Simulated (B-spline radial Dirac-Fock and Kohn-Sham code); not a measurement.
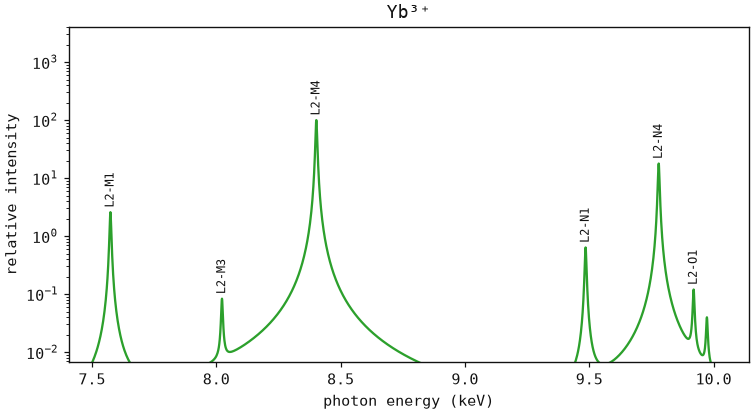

X-ray emission lines that fill an L2 (2p1/2) hole, broadened by a Lorentzian of 6.6 eV full width, on a logarithmic intensity axis. Multiplet splitting by the open shell is left out. System: Yb³⁺, configuration [Xe] 4f13. The calculation used independent-particle rates on relativistic LDA orbitals of the hole state (multipoles to L = 3), energies from Dirac–Fock ΔSCF (a radial B-spline solver).

> Which line is the strongest, where is it and what share of the photons does it carry?

L2-M4 (Lβ1) at 8.4024 keV, 82.5 % of the radiative decays.

> What are the natural width, lifetime and fluorescence yield of the L2 hole?

Width 4.41 eV, lifetime 0.149 fs, fluorescence yield 0.238.
